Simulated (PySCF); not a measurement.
# C₅H₁₀N₂Si (SMILES CCc1cn([SiH3])cn1): what the fields show

```xyz
18

C    -2.6910    0.5272   -1.0503
C    -2.1075   -0.4648   -0.0429
C    -0.6181   -0.4691   -0.0979
C     0.2794    0.2289    0.6520
N     1.5391   -0.0987    0.2029
Si    3.0584    0.4872    0.8395
C     1.3201   -0.9860   -0.8105
N     0.0653   -1.2260   -1.0151
H    -3.7782    0.5028   -1.0221
H    -2.3601    0.2726   -2.0539
H    -2.3592    1.5384   -0.8231
H    -2.4301   -0.2003    0.9664
H    -2.4655   -1.4686   -0.2766
H     0.1417    0.9179    1.4599
H     4.0765   -0.1734    0.0305
H     3.0713    1.9416    0.6848
H     3.1237    0.1022    2.2491
H     2.1254   -1.4255   -1.3644
```

Geometry: GFN2-xTB.

Theory: PBE0/pcSseg-1, SCF density, gas phase, non-relativistic (PySCF).

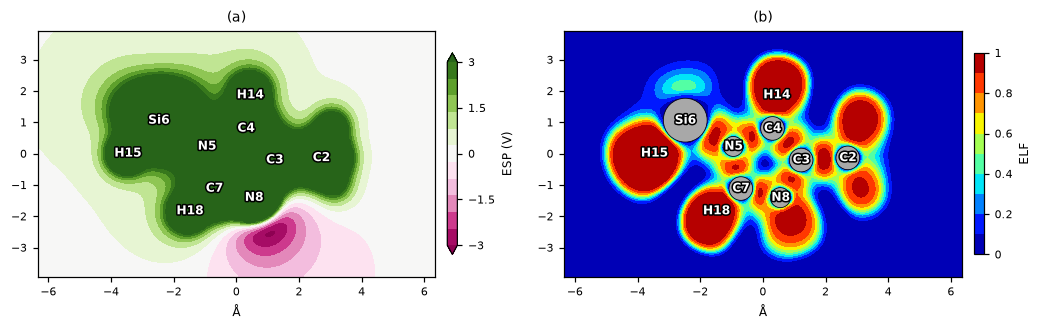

Figure 1. (a) electrostatic potential; (b) ELF on the plane of atoms C3, C4 and H14. Grey discs cover the atomic cores in the ELF map.

Interpret the plot.

Answer.
- The plane passes through C, N, Si and H nuclei.
- C–N (1.29 Å): the ELF peaks at about 0.90 between the atoms; localised, covalent bonding.
- C–C (1.36 Å): the ELF peaks at about 0.95 between the atoms: localised, covalent bonding.
- Si–N (1.75 Å): the ELF peaks at about 0.95 between the atoms; a polar covalent bond.
- C–H (1.07 Å): the ELF climbs to about 1 towards the hydrogen, as it does in any bond to H (a covalent bond by its length).
- C–N (1.36 Å): the ELF peaks at about 0.90 between the atoms, as expected for localised, covalent bonding.
- The ELF also peaks beside N8, away from the bonds: lone-pair regions.
- Outside the dense part of the molecule the potential is most negative (−3.1 V) near N8.

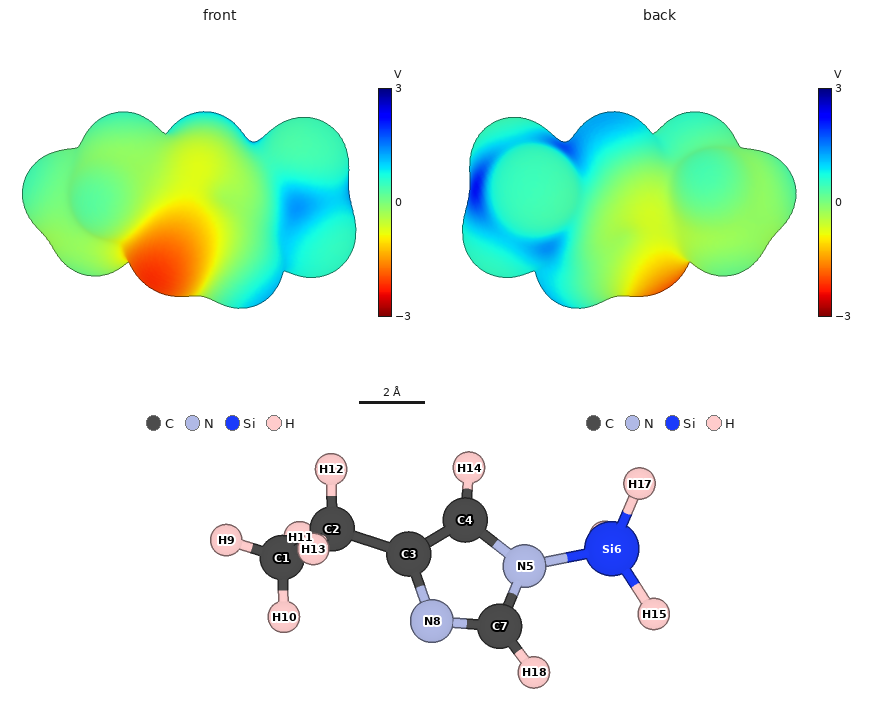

Figure 2. The molecular electrostatic potential painted on the density surface at 0.002 e/bohr³, seen from the front and from behind; red is negative and blue positive. The bare structure is drawn below in the same view.

Describe the electrostatic potential map.

Answer. The most negative region (about −2.1 V) lies over N8, the most positive (about +2.0 V) over Si6. N8 is the likeliest acceptor of a hydrogen bond.

What dipole moment does the calculation give?

Answer. Its dipole moment is 3.26 D.
